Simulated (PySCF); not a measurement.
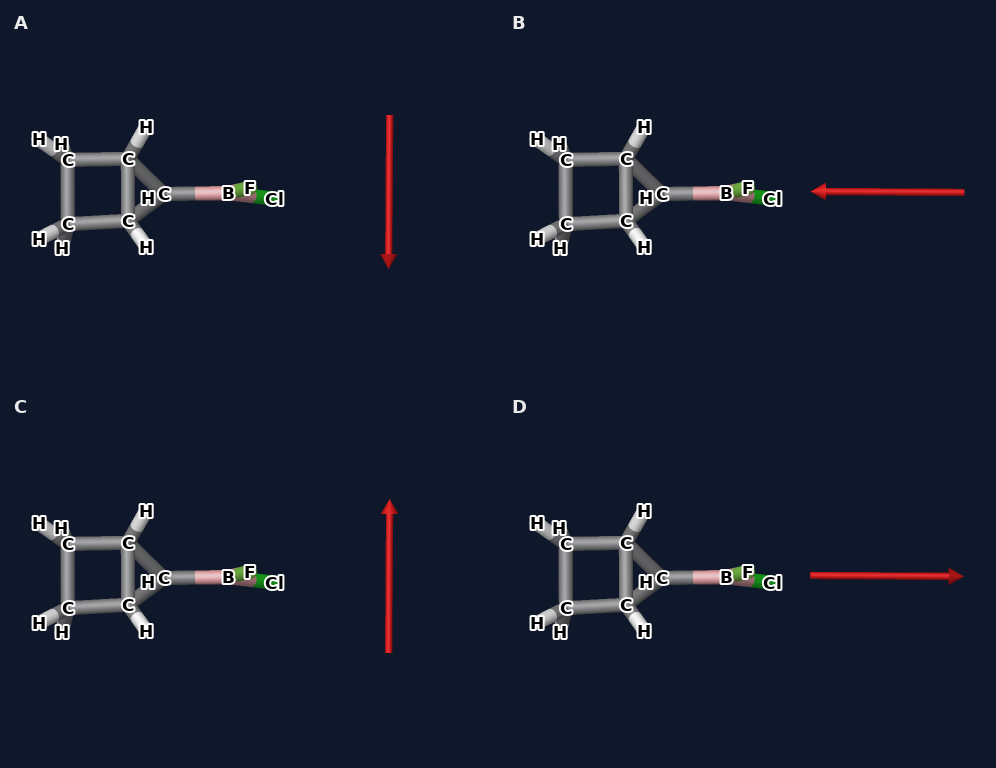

The same molecule four times, each with an arrow. The computed structure is the end point of a GFN2-xTB optimisation. No frequency run is at hand to confirm it as a minimum. Properties computed with PBE0/def2-SVPD, gas phase (PySCF 2.14.0).

Question: Which arrow points along the dipole moment, from the negative to the positive end?

Answer: B. The dipole moment is 2.29 D.

The geometry is semi-empirical. Around B such bond lengths and angles can be off by a tenth of an ångström or more and by several degrees, and values that hang on the shape move with them.
